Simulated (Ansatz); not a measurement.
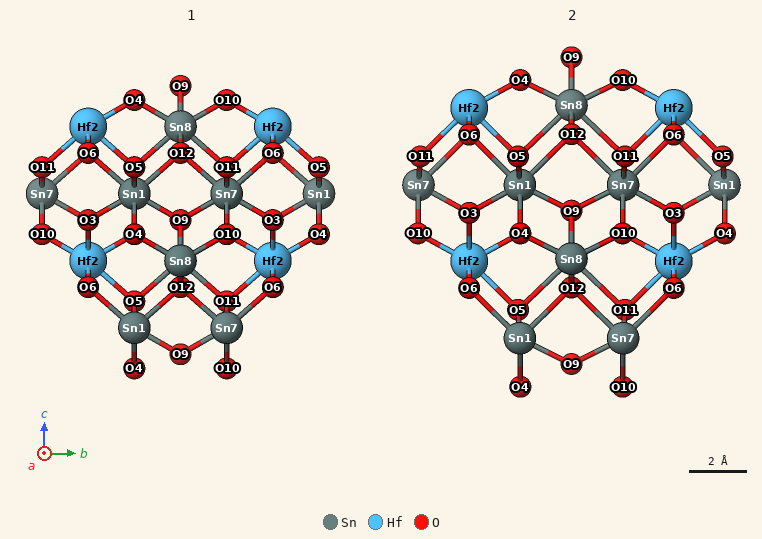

Two geometries of crystalline HfSn$_{3}$O$_{8}$ (built on the tetragonal host type), drawn at one scale. One is the start of a relaxation, the other its converged end. A ball-and-stick model of the atoms within 5.8 Å of the atom that moves most (axes of the cell of the calculation), seen along the a axis.

The calculation used DFT, PBE, plane waves, PAW in Ansatz 0.2.0. Set-up: plane-wave cutoff 420 eV; k-point mesh 8 × 4 × 6; occupations fermi dirac; smearing width 0.02 eV; no spin polarisation; cell and atoms relaxed; force threshold 0.005 eV/Å.

Which geometry has the lower energy?

Structure 2 is the relaxed one. After 17 accepted moves (20 points after the start) the energy has fallen by 751 meV per atom. Largest force component: 1.5 eV/Å at the start, 0.0045 eV/Å at the end. Pressure: 107.19 GPa at the start and 0.00 GPa at the end. At 3 points the geometry stayed and the basis and grid were re-selected for the new cell (energy shift of 61.2 meV per atom at most each time). The largest move relative to the cell is that of O9, 0.13 Å along +c. By element the largest moves are O 0.13 Å, Sn 0.07 Å, Hf 0.02 Å. The drawn cell changes as follows: a 3.296 → 3.548 Å (+7.7 %), b 6.592 → 7.305 Å (+10.8 %), c 4.791 → 5.475 Å (+14.3 %); the volume changes by +36.3 %. Near-neighbour distances that change, for instance: O5–Sn8 2.196 → 2.640 Å, Sn1–O12 2.196 → 2.582 Å, O6–Sn7 2.196 → 2.548 Å, Sn1–O4 2.196 → 2.480 Å. Among the angles between lasting bonds that change: O4–Sn8–O10 120.3° → 127.4°, Sn1–O9–Sn7 120.3° → 126.9°, Sn7–O10–Sn7 97.3° → 91.3°. The space group stays Pmm2 (No. 25).
